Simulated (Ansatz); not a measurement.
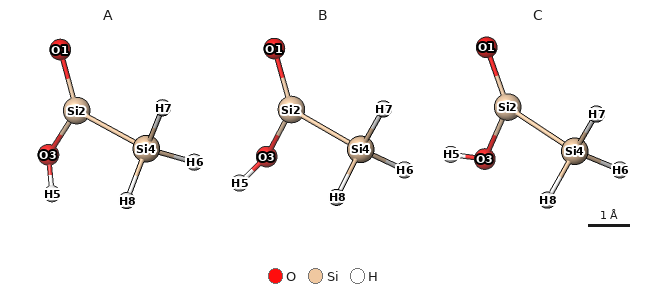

3 geometries from a converged minimum-energy path of Si$_{2}$H$_{4}$O$_{2}$, shuffled. Style: ball-and-stick. Shown from a free direction.

Theory: RKS PBE-D4/def2-SVP in Ansatz. Settings: 7 movable images; climbing image; force threshold 0.03 eV/Å; iteration limit 60; starting path by image-dependent pair potential.

> Which frame is the top of the path?

B. In order along the path, whose images run from 0 to 8: C (image 1, +2.4 kJ/mol), B (image 4, +27.8 kJ/mol), A (image 6, +17.9 kJ/mol). The motion is a rotation about the Si2–O3 bond by about 180°. No bond forms or breaks between the ends. Bond angles that change up to the highest image, for instance: Si2–O3–H5 114.6° → 121.9°, O3–Si2–Si4 104.5° → 108.6°.
